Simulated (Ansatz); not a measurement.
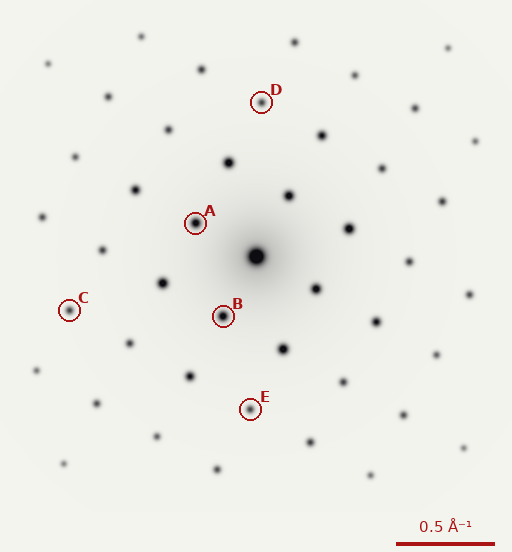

The pattern is a kinematic simulation for 100 kV electrons (no multiple scattering; isotropic B = 0.3 Å²). The zone axis points towards the electron source and the pattern is seen from the source side.

BiN, space group P4/nmm (No. 129), a = 4.015 Å, c = 4.949 Å. Structure: coordinates from a relaxation at fixed volume with DFT PBEsol, scalar-relativistic, plane waves, PAW in Ansatz 0.2.0; the starting structure was generated, so it need not be a known form of this composition.

| atom | site | symmetry | x | y | z |
| --- | --- | --- | --- | --- | --- |
| Bi | 2c | 4mm | 0.5000 | 0.0000 | 0.2217 |
| N | 2a | -4m2 | 0.0000 | 0.0000 | 0.0000 |

Spot A is indexed -1 -1 0 and spot B 1 -1 0.

Q: Index the other marked spots.

A: C = 2A + 2B = 0 -4 0 (d = 1.004 Å). D = A − 2B = -3 1 0 (d = 1.270 Å). E = −A + 2B = 3 -1 0 (d = 1.270 Å).

Q: Find the zone axis.

A: The cross product of A and B is parallel to [001]; every spot obeys hu + kv + lw = 0.

Q: What are the spacings of A and B and the angle between them?

A: d(A) = 2.839 Å, d(B) = 2.839 Å, and the angle is 90.0°.
